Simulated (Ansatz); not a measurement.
**A computed series for BAs: pressure series**

The reference is BAs in the zinc blende structure (space group F-43m, No. 216; a = 4.8094 Å).

Cell and atoms are relaxed at each pressure.

Levels (all Ansatz, an electronic-structure program, PAW, earlier PAW set): PBE (420 eV, scalar-relativistic without spin-orbit coupling); r2SCAN (500 eV, spin-orbit coupling left out).

The base cell above is that of PBE; each level relaxes its own structures.

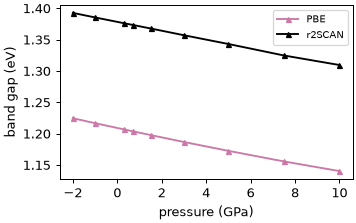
Fig. 1. Band gap under two levels

Task: How do the two levels compare along the series?

Result: PBE lies below r2SCAN in every row, by 0.17 eV to 0.17 eV. They put the cases in the same order.

Load acts through the strain it causes; cell and atoms are relaxed under it. Whether these cells are dynamically stable was not tested. No other phases were tried under pressure.
